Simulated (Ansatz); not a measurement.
# Is the response still linear at 0.5 V/Å? 1T-PbClI 5 layers, AA

The dipole of a slab grows in proportion to a weak field along its normal. Does the weak-field slope carry to a strong field?

How it was computed: Ansatz 0.2.0, plane waves with PAW datasets (its set soft_2), PBE-D3(BJ); atoms held at their relaxed places, 18 Å of vacuum, dipole correction, cell area 17.24 Å², 12×12 k-points, smearing 0.02585 eV. Without field the slab has a gap of 1.98 eV.

```
  run  field (V/Å)  dipole (e·Å)
run 1        −0.10      −0.34823
run 2         0.00      −0.12072
run 3         0.10       0.10703
run 4         0.50             ?
```

Q: Estimate the withheld value from the rows shown.

A least-squares line through the 3 rows shown has slope 2.276300 and intercept −0.120640; no row lies more than 0.00008 e·Å off it. A perfect conductor with that slope would be 180.95 × 2.27630 / 17.24 = 23.89 Å thick. At 0.50 it gives 2.276300 × 0.50 + (−0.120640) = 1.01751 e·Å, beyond the rows fitted. Rounding and scatter of the rows alone allow about ±0.00040 e·Å there.

The run itself gives 1.11890 e·Å: a miss of +0.10139 e·Å. That is 8.9 % of the induced dipole, a departure from the straight line; meanwhile the gap has gone from 1.98 eV to under 0.05 eV.

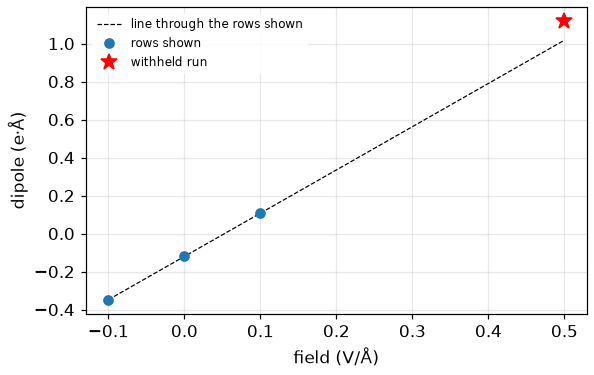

The fit and the withheld run.

Caveats: Ions are held, so this is the electronic response. Of the series that stay linear within 1 %, this collection keeps about one in seven, and it keeps all that bend. Spin-orbit coupling is left out, which changes the bands of elements this heavy.

[Logs are printed without paths, hosts, clocks, repeated set-up lines and the standing remarks that a program may print on its own settings, such as how far it seeks lower states.]
